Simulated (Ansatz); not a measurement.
One crystal and one scan (scan of one atom of the cell) at two levels, PBE (plane waves to 420 eV, PAW, scalar-relativistic; Ansatz, a first-principles code) and r2SCAN (plane waves to 500 eV, PAW, scalar-relativistic; Ansatz), each from its own relaxed cell and on its own mesh. The cell shown is that of PBE.

Ca (fcc, Cu type)

```
Ca
1.0
    5.52650     0.00000     0.00000
    0.00000     5.52650     0.00000
    0.00000     0.00000     5.52650
Ca
4
Direct
  0.00000   0.00000   0.00000
  0.50000   0.50000   0.00000
  0.50000   0.00000   0.50000
  0.00000   0.50000   0.50000
```

Scan: atom 2 (Ca, nearest neighbour Ca at 3.908 Å; its periodic images, 5.5 Å or more away, move with it) is displaced along Cartesian z, direction (0.000, 0.000, 1.000) in Cartesian axes, by s. The other atoms stay.

Energies are smeared free energies. Ca was relaxed with its symmetry unable to fall. With partly filled bands, energies and forces of such displacements shift with the k mesh and the smearing. Percentages come from the unrounded values. Both scans cover s from -0.390 to 0.390 Å.

```json
[
 {"quantity": "Lattice constant a (Å)", "PBE": "5.527", "r2SCAN": "5.568", "PBE − r2SCAN": "-0.041 (-0.8 %)"},
 {"quantity": "Energy at s = 0.390 Å (meV/cell)", "PBE": "168", "r2SCAN": "178", "PBE − r2SCAN": "-10 (-6 %)"},
 {"quantity": "Force along the line at s = -0.390 Å (eV/Å)", "PBE": "0.868", "r2SCAN": "0.918", "PBE − r2SCAN": "-0.050 (-5.4 %)"},
 {"quantity": "Force constant k = d²E/ds² at s = 0 (finite differences) (eV/Å²)", "PBE": "2.20", "r2SCAN": "2.33", "PBE − r2SCAN": "-0.13 (-6 %)"}
]
```

PBE gives the lower value for: lattice constant a; energy at s = 0.390 Å; force along the line at s = -0.390 Å; force constant k = d²E/ds² at s = 0. Both give the same symmetry of the curve: even: the same for both signs. Neither level is exact: the differences show how much the result hangs on the functional.

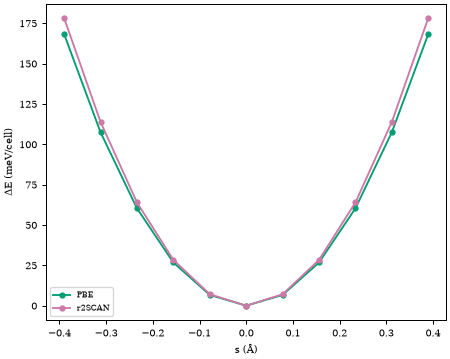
ΔE, each from the undisplaced structure of its own level.

(A displaced cell: forces are minus the slopes of the energy, force constants its curvatures, and phonons follow from these.)
